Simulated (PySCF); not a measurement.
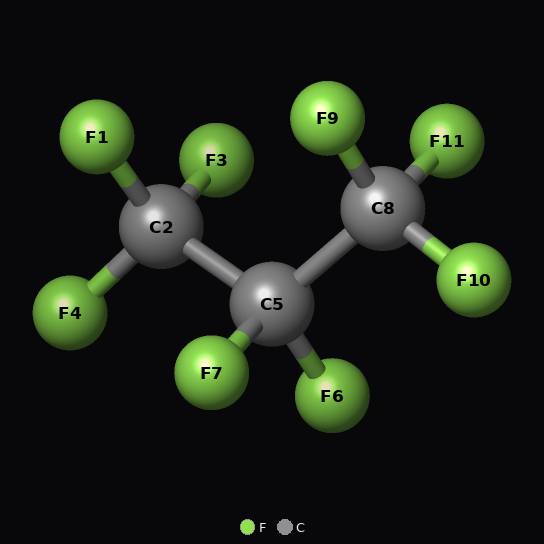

Computed geometry: GFN2-xTB optimisation. No frequency run is at hand to confirm it as a minimum. Level of theory: B3LYP/pcJ-1 indirect spin-spin coupling, non-relativistic, gas phase (PySCF 2.14.0). Isotopes: 13C, 19F.

Give the spin–spin coupling constants of these pairs, with the number of bonds between them: C2/F3, C8/F9, C2/F7, C2/F6, F3/C5, F4/C5, F6/C8, F1/C8, F4/F7, F6/F9, F7/F10, F7/F9, F7/F11.

| pair | bonds apart | J (Hz) |
| --- | --- | --- |
| C2, F3 | 1 | −358.5 |
| C8, F9 | 1 | −358.5 |
| C2, F7 | 2 | 32.2 |
| C2, F6 | 2 | 32.3 |
| F3, C5 | 2 | 42.6 |
| F4, C5 | 2 | 32.7 |
| F6, C8 | 2 | 32.3 |
| F1, C8 | 3 | −2.7 |
| F4, F7 | 3 | −18.5 |
| F6, F9 | 3 | 19.2 |
| F7, F10 | 3 | −18.5 |
| F7, F9 | 3 | −14.6 |
| F7, F11 | 3 | 19.3 |

Density functionals are unreliable for couplings to fluorine, so those rows may be far off.
